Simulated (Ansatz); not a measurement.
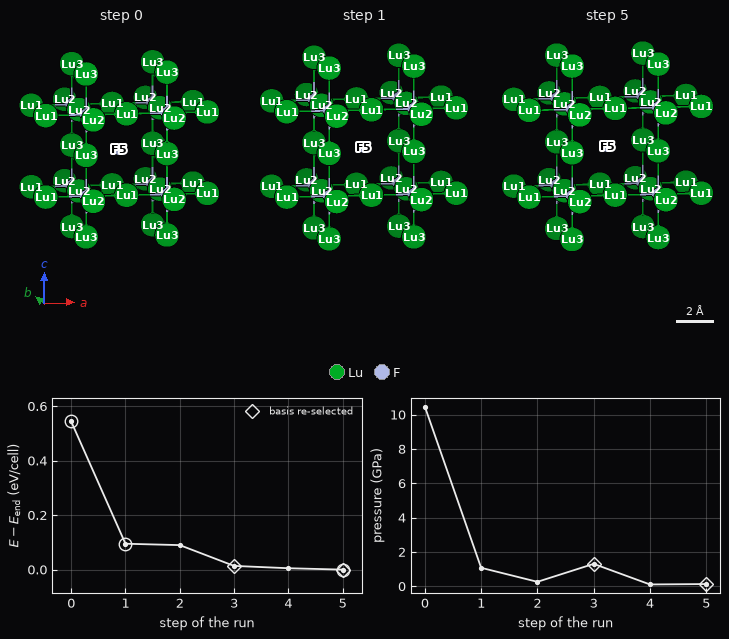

Frames of a relaxation of a crystal of Lu₃F₂ (a generated structure, set up in Pm-3m) (coarse preliminary run), marked on the history of the run. Style: ball-and-stick. Shown: the cell of the calculation, slightly off an axis.

Method: DFT PBE, scalar-relativistic, plane waves, PAW in Ansatz. Set-up: plane-wave cutoff 420 eV; k-point mesh 4 × 4 × 4; occupations gaussian; smearing width 0.1 eV; no spin polarisation; cell and atoms relaxed; force threshold 0.04 eV/Å; at most 70 steps.

Q: Describe the path.

A: The atoms keep their places relative to the cell (all moves are under 0.005 Å). The volume changes by +20.8 %, with a = b = c 4.549 → 4.845 Å (+6.5 %). Near-neighbour distances that change, for instance: Lu–Lu 3.217 → 3.426 Å, F–Lu 2.275 → 2.423 Å. The space group stays Pm-3m (No. 221). After 3 accepted moves (5 points after the start) the energy has fallen by 0.544 eV per cell of the calculation. All forces vanish by symmetry, so only the cell relaxes. The pressure goes from 10.47 to 0.13 GPa. At 2 points the geometry stayed and the basis and grid were re-selected for the new cell (energy shift of 76.3 meV per cell of the calculation at most each time). Cost: 73 s on 1 thread of Intel(R) Xeon(R) Processor @ 2.50GHz (Skylake/Cascade Lake) (shared host), peak memory 0.42 GiB. From step 0 to 1: volume +15.3 %, energy −0.449 eV per cell of the calculation. From step 1 to 5: volume +4.8 %, energy −95.0 meV per cell of the calculation.

| step | E − E(0), meV/atom | pressure, GPa | volume, Å³/atom | note |
| --- | --- | --- | --- | --- |
| 0 | 0.00 | 10.47 | 18.830 |  |
| 1 | -89.80 | 1.08 | 21.720 |  |
| 2 | -90.80 | 0.26 | 22.109 |  |
| 3 | -106.07 | 1.31 | 22.109 | same geometry, new basis |
| 4 | -107.78 | 0.11 | 22.752 |  |
| 5 | -108.81 | 0.13 | 22.752 | same geometry, new basis |
